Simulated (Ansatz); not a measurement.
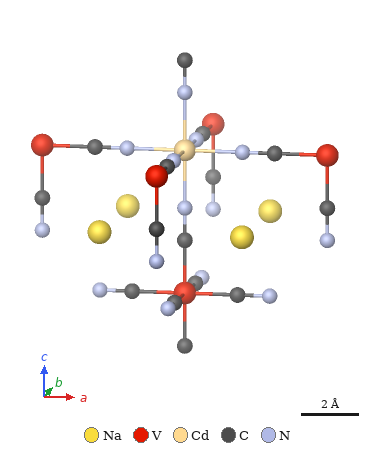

This is the input geometry for a relaxation of solid Na2VCdC6N6 (a generated structure, set up in Fm-3m) (coarse preliminary run). The picture is a ball-and-stick view of the atoms within 5.8 Å of the atom that moves most (axes of the conventional cell (4 times the calculation's cell)), seen slightly off an axis. Lengths and directions refer to the drawn axes.

Level of theory: DFT PBE, scalar-relativistic, plane waves, PAW in Ansatz 0.2.0.

Input file:
```yaml
crystal:
  lattice:
    - [0.0, 5.1845, 5.1845]
    - [5.1845, 0.0, 5.1845]
    - [5.1845, 5.1845, 0.0]
  atoms:
    - { symbol: Na, position: [0.25, 0.25, 0.25] }
    - { symbol: Na, position: [0.75, 0.75, 0.75] }
    - { symbol: V, position: [0.0, 0.0, 0.0], spin: 2.0 }
    - { symbol: Cd, position: [0.5, 0.5, 0.5] }
    - { symbol: C, position: [0.815122, 0.184878, 0.184878] }
    - { symbol: C, position: [0.184878, 0.815122, 0.184878] }
    - { symbol: C, position: [0.184878, 0.184878, 0.815122] }
    - { symbol: C, position: [0.184878, 0.815122, 0.815122] }
    - { symbol: C, position: [0.815122, 0.184878, 0.815122] }
    - { symbol: C, position: [0.815122, 0.815122, 0.184878] }
    - { symbol: "N", position: [0.70228566, 0.29771434, 0.29771434] }
    - { symbol: "N", position: [0.29771434, 0.70228566, 0.29771434] }
    - { symbol: "N", position: [0.29771434, 0.29771434, 0.70228566] }
    - { symbol: "N", position: [0.29771434, 0.70228566, 0.70228566] }
    - { symbol: "N", position: [0.70228566, 0.29771434, 0.70228566] }
    - { symbol: "N", position: [0.70228566, 0.70228566, 0.29771434] }
basis:
  ecutwfc: 420
kpoints:
  mp_grid: { grid: [4, 4, 4] }
hamiltonian:
  xc: pbe
scf:
  occupations: { method: gaussian, width: 0.1 }
  lower_state_search: "off"
output:
  forces: true
  stress: true
  eigenvalues: true
  populations: true
magnetization:
  spin_polarized: true
relax:
  adjacent_minimum: "off"
  f_tol: 0.04
  max_steps: 70
  cell: { stress_tol: 0.4 }
```

Command:
```bash
ansatz run input.yaml --threads 1 --pin off --max-ram 2560MiB --backend cpu --events-out ev --progress --plain --runs-dir out
```

Question: Predict the outcome.

Answer: The energy falls by 173 meV per atom in 4 accepted moves (6 points after the start). Largest force component: 1.5 eV/Å at the start, 0.02 eV/Å at the end. Pressure: 14.15 GPa at the start and 0.27 GPa at the end. At 2 points the geometry stayed and the basis and grid were re-selected for the new cell (energy shift of 18.1 meV per atom at most each time). The largest moves relative to the cell, 0.059 Å, are those of N11, N12, N13, N14, N15 and N16. N13 goes along −c. By element the largest moves are N 0.059 Å, C 0.023 Å. Na and V and Cd stay in place. The volume changes by +24.3 %, with a = b = c 10.369 → 11.149 Å (+7.5 %). Among the contacts that change: Cd4–N11 2.097 → 2.315 Å, V3–C10 1.917 → 2.085 Å, C10–N16 1.170 → 1.175 Å. The space group stays Fm-3m (No. 225). Cost: 3 min on 1 thread of Intel(R) Xeon(R) Platinum 8259CL CPU @ 2.50GHz (Skylake/Cascade Lake) (shared host), peak memory 0.97 GiB.

History of the run:

```tsv
step	E − E(0), meV/atom	largest force component, eV/Å	pressure, GPa	volume, Å³/atom	note
0	0.00	1.5094	14.15	17.419	
1	-138.32	0.8455	3.26	20.049	
2	-152.84	0.2067	0.63	20.964	
3	-153.22	0.0134	0.07	21.220	
4	-171.34	0.0291	1.13	21.220	same geometry, new basis
5	-172.44	0.0210	0.27	21.655	
6	-173.25	0.0203	0.27	21.655	same geometry, new basis
```

The structure at the end:

```
CELL_PARAMETERS angstrom
0.00000 5.57463 5.57463
5.57463 0.00000 5.57463
5.57463 5.57463 0.00000
ATOMIC_POSITIONS crystal
Na 0.25000 0.25000 0.25000
Na 0.75000 0.75000 0.75000
V 0.00000 0.00000 0.00000
Cd 0.50000 0.50000 0.50000
C 0.81303 0.18697 0.18697
C 0.18697 0.81303 0.18697
C 0.18697 0.18697 0.81303
C 0.18697 0.81303 0.81303
C 0.81303 0.18697 0.81303
C 0.81303 0.81303 0.18697
N 0.70760 0.29240 0.29240
N 0.29240 0.70760 0.29240
N 0.29240 0.29240 0.70760
N 0.29240 0.70760 0.70760
N 0.70760 0.29240 0.70760
N 0.70760 0.70760 0.29240
```

The end point in the same view:

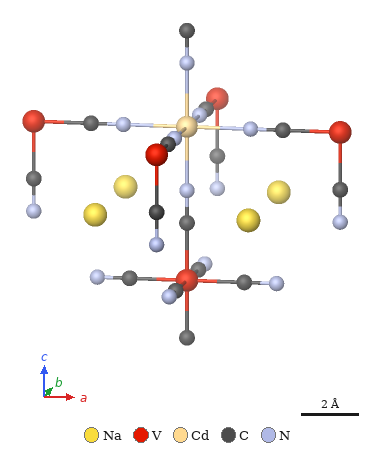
